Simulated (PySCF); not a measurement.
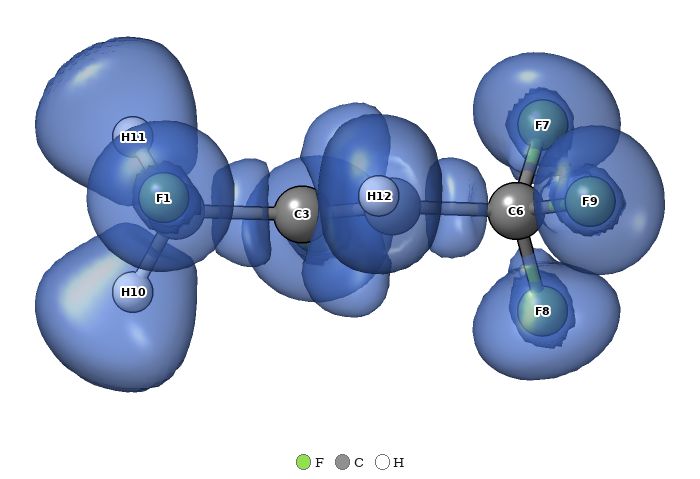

The picture shows: C$_{4}$H$_{3}$F$_{5}$. Isosurface of the electron localisation function at 0.75 (blue), seen from one side. Core shells and regions of very low density are left out.

Geometry: GFN2-xTB.

Level of theory: PySCF 2.14.0, PBE0/pcSseg-1, SCF density, gas phase, non-relativistic.

```yaml
atoms:
  - { symbol: F, position_ang: [-2.3094, 1.0124, -0.1941] }
  - { symbol: C, position_ang: [-1.9395, -0.2110, 0.2746] }
  - { symbol: C, position_ang: [-0.4591, -0.4051, 0.1577] }
  - { symbol: F, position_ang: [-0.0758, -1.6006, 0.6134] }
  - { symbol: C, position_ang: [0.4083, 0.4706, -0.3313] }
  - { symbol: C, position_ang: [1.8807, 0.2018, -0.4153] }
  - { symbol: F, position_ang: [2.1715, -0.8581, -1.1854] }
  - { symbol: F, position_ang: [2.4348, -0.0345, 0.7839] }
  - { symbol: F, position_ang: [2.5322, 1.2467, -0.9395] }
  - { symbol: H, position_ang: [-2.2486, -0.2785, 1.3255] }
  - { symbol: H, position_ang: [-2.4686, -0.9725, -0.3125] }
  - { symbol: H, position_ang: [0.0748, 1.4281, -0.6938] }
```

Where are the electrons localised?

Answer. The surface consists of three regions between bonded C–C atoms (shared pairs), three regions around hydrogen nuclei and five regions on F in which the atom's valence shell and bonds are merged. Along the contacts the grid gives the following. C–C (1.33 Å): the ELF peaks at about 0.90 between the atoms; a multiple bond. C–F (1.34 Å): the ELF peaks at about 0.85 between the atoms, as expected for a shared but strongly polarised pair.
